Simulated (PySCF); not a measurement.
**C3H6Cl2, SMILES `ClCCCCl`: what the electrons do**

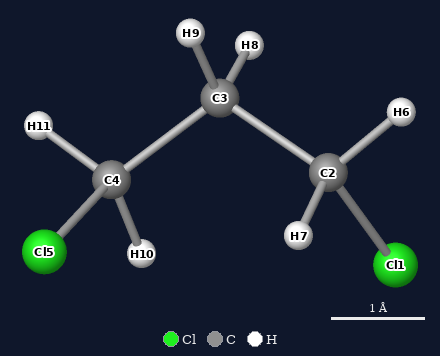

The molecule, with its atoms numbered as below. No frequency check shows the geometry to be a minimum.

Geometry (Å), atoms numbered from 1:

```
Cl1     -2.0880    0.5036   -0.2050
C2      -0.9447   -0.3869    0.8398
C3      -0.0004   -1.2349    0.0002
C4       0.9447   -0.3910   -0.8373
Cl5      2.0881    0.5044    0.2032
H6      -1.5457   -1.0059    1.5046
H7      -0.3949    0.3566    1.4163
H8      -0.5780   -1.8751   -0.6666
H9       0.5780   -1.8720    0.6763
H10      0.3950    0.3498   -1.4174
H11      1.5458   -1.0132   -1.4991
```

### 1. Bonding charge

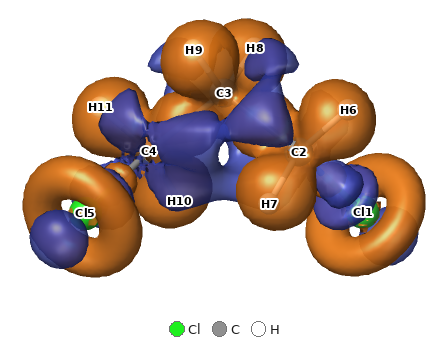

Deformation density (molecule less spherical, spin-averaged free atoms at the same positions), surfaces at ±0.07 e/Å³; orange: gain, blue: loss.

Level of theory: PBE0/def2-SVP (PySCF), at a geometry from GFN2-xTB.

Q: How much density has each bond gained at its critical point, relative to the free atoms?

A: C2–H7 and C4–H10: +0.76 e/Å³ at the bond critical point (bond length 1.09 Å, Mayer order 0.9). C2–H6 and C4–H11: +0.74 e/Å³ at the bond critical point (bond length 1.09 Å, Mayer order 1.0). C3–H8 and C3–H9: +0.69 e/Å³ at the bond critical point (bond length 1.09 Å, Mayer order 0.9). C3–C4 and C2–C3: +0.47 e/Å³ at the bond critical point (bond length 1.52 Å, Mayer order 1.1). Cl1–C2 and C4–Cl5: +0.13 e/Å³ at the bond critical point (bond length 1.79 Å, Mayer order 1.0). In all, 2.5 electrons gather in the regions of gain relative to the promolecule. A small or negative value marks a very polar bond, one between electron-rich atoms, whose free-atom densities already overlap strongly, a long bond to a heavier atom, or a closed-shell contact such as a hydrogen bond.

### 2. Bond critical points

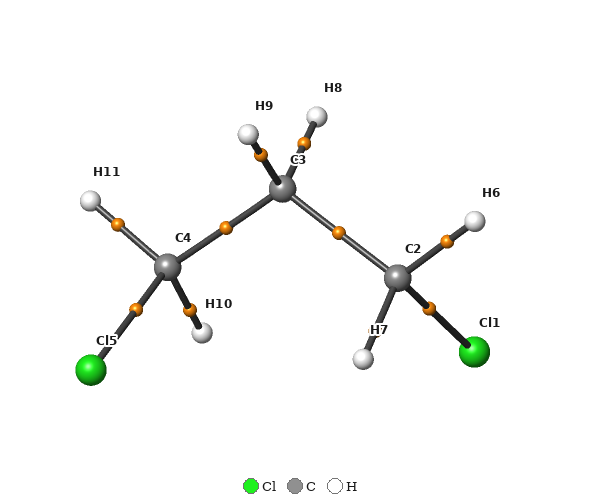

Molecular graph of the electron density (QTAIM): bond paths, bond critical points (orange), ring points (yellow, if any); weak paths are dashed.

Q: How many critical points of each kind are there, and does the count close?

A: 11 nuclei, 10 bond, 0 ring and 0 cage critical points: 11 − 10 + 0 − 0 = 1, as the Poincaré–Hopf relation requires.

Q: What does the calculation give at each kind of bond critical point?

A:
```csv
bond,length (Å),ρ (a.u.),∇²ρ (a.u.),ε,H (a.u.)
C2–H7 (2 alike),1.090,0.284,−1.11,0.03,−0.313
C2–H6 (2 alike),1.089,0.283,−1.09,0.03,−0.310
C3–H8 (2 alike),1.090,0.277,−1.03,0.00,−0.299
C3–C4 (2 alike),1.519,0.249,−0.58,0.03,−0.202
Cl1–C2 (2 alike),1.787,0.177,−0.20,0.01,−0.111
```

Q: What kind of interaction is C2–H7?

A: Shared-shell (covalent): ρ = 0.284, ∇²ρ = −1.11, H = −0.313 a.u.

### 3. Local ionisation energy

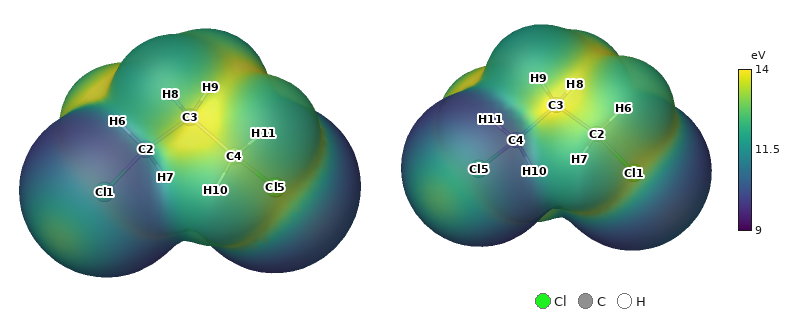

Average local ionisation energy on the surface of electron density 0.001 a.u. (back view left, front view right).

Q: Where are the most loosely bound electrons on this surface?

A: The lowest value is 9.9 eV, 2.1 Å from Cl1, and at like points elsewhere. Further minima include 9.9 eV, 2.1 Å from Cl1. For comparison, the highest occupied orbital lies at −8.2 eV.

Q: What volume does the surface enclose, and what is the dipole moment?

A: About 124 Å³; the dipole moment is 2.0 D.

### 4. Excited states

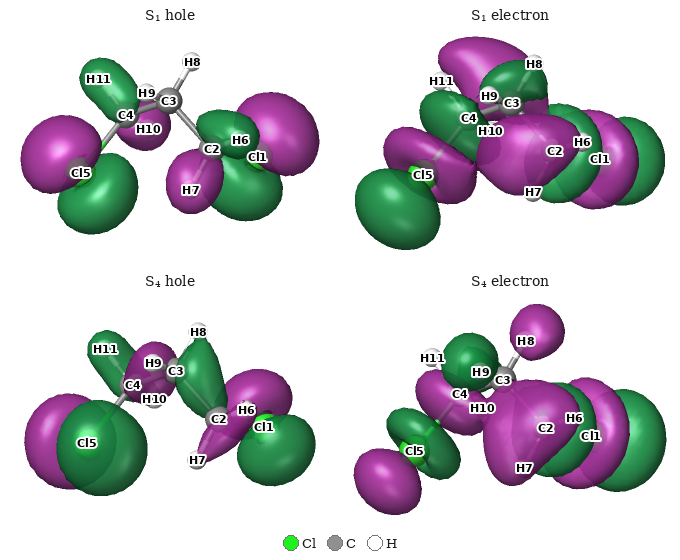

Leading natural transition orbitals (full linear response singlet states).

PySCF calculation, PBE/cc-pVDZ, gas phase; geometry: GFN2-xTB. Without diffuse functions Rydberg states are missing, so the states' numbers hold for this basis only.

Q: Give the energy and character of each state.

A: By state:
- S₁: 6.85 eV (181 nm), f = 0.000 (dark), partly diffuse acceptor orbital, which a basis without diffuse functions describes poorly; the leading pair carries 89 %; hole on Cl1 (43 %), Cl5 (36 %) and C2 and C4 (5 % each), electron on Cl5 (25 %), Cl1 (21 %) and C2 and C4 (17 % each) (atom shares of so diffuse an orbital are rough); their centroids lie 0.5 Å apart; S₂ lies within 0.1 eV of it.
- S₄: 7.06 eV (176 nm), f = 0.001 (very weak), partly diffuse acceptor orbital, which a basis without diffuse functions describes poorly; the leading pair carries 66 %; hole on Cl5 (46 %), Cl1 (35 %) and C3 (6 %), electron on Cl1 (27 %), Cl5 (20 %) and C2 (19 %) (atom shares of so diffuse an orbital are rough) (shares are of the whole state, not of the leading pair alone); their centroids lie 0.6 Å apart; S₃ lies within 0.1 eV of it.

### 5. Stretching a bond

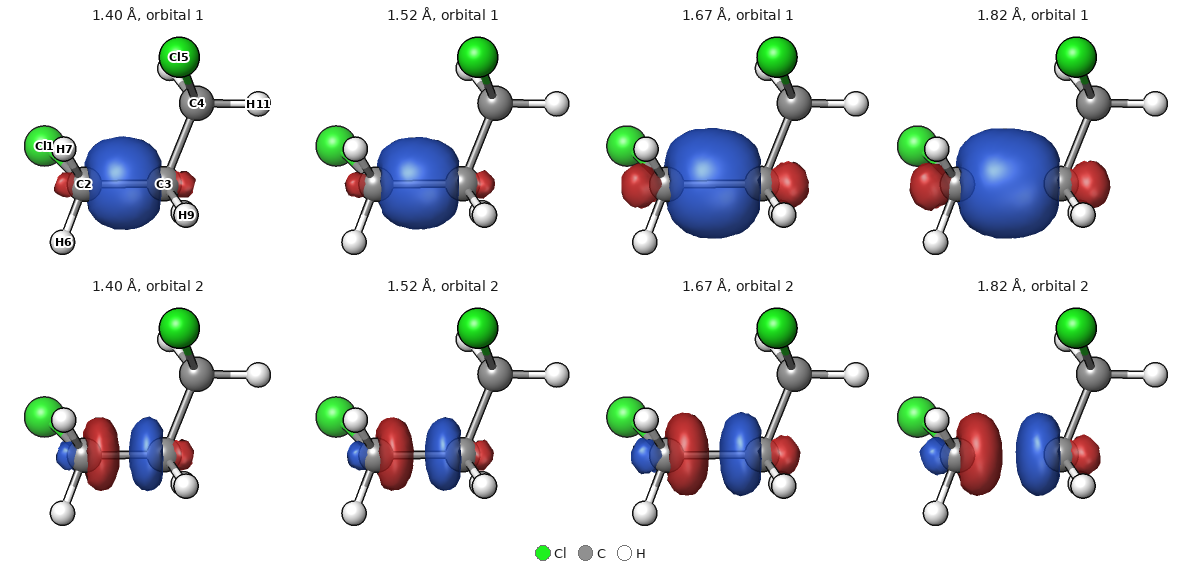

Rigid stretch of the C2–C3 bond. The two CASSCF(2,2) natural orbitals nearest half filling (orbital 1 the more occupied).

Computed with PySCF, 6-31G* basis, geometry: GFN2-xTB.

Q: How do the occupations change along the stretch?

A: 1.40 Å: 1.99 and 0.01; 1.52 Å: 1.98 and 0.02; 1.67 Å: 1.97 and 0.03; 1.82 Å: 1.96 and 0.04. At the longest distance computed (4.26 Å) they are 1.07 and 0.93, and the effective number of unpaired electrons is 2.0.

Q: Where does the UHF solution part from RHF?

A: Between 2.05 Å (⟨S²⟩ = 0, the two coincide) and 2.36 Å (⟨S²⟩ = 0.59); at 4.26 Å ⟨S²⟩ is 1.02 and UHF lies 5.1 eV below RHF.

Q: How much energy does the stretch cost?

A: By CASSCF, 4.1 eV from the lowest point of the scan (1.52 Å) to 4.26 Å; RHF gives 8.6 eV from its own lowest point. The fragments aren't relaxed and dynamic correlation is missing, so this isn't a bond dissociation energy.
